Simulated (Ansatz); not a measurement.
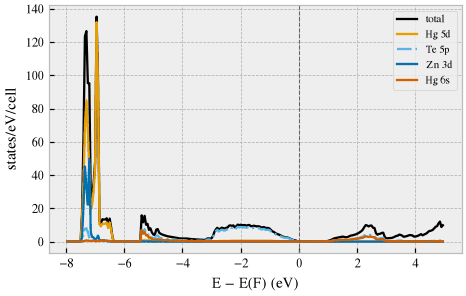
Figure. Total and projected density of states of ZnHg₄Te₅ in space group R3m (No. 160; Pearson symbol hR10), r²SCAN (plane waves, PAW; program Ansatz)

**Question.** Which orbitals carry the states next to the Fermi level?

**Answer.** Within 0.5 eV of the Fermi level: Te 5p 87 %, Hg 5d 8 %. Projections are on Löwdin-orthogonalised atomic valence shells; empty p or d shells of many metals are not among them.

**Question.** Where is the tallest occupied peak in this window, and what makes it?

**Answer.** Near -6.9 eV, about 140 states/eV per cell; the largest projected share is Hg 5d.

The workflow started from a Materials Project entry (that database holds measured and hypothetical structures alike); the Crystallography Open Database copy checked does not list it. Its standing as an ambient phase is unchecked. Symmetry was held in the r²SCAN relaxation; whether a distortion lowers the energy is not shown. Scalar-relativistic: spin–orbit coupling is off unless named, which matters more the heavier the elements.

Potentials: the later of the program's two PAW sets.
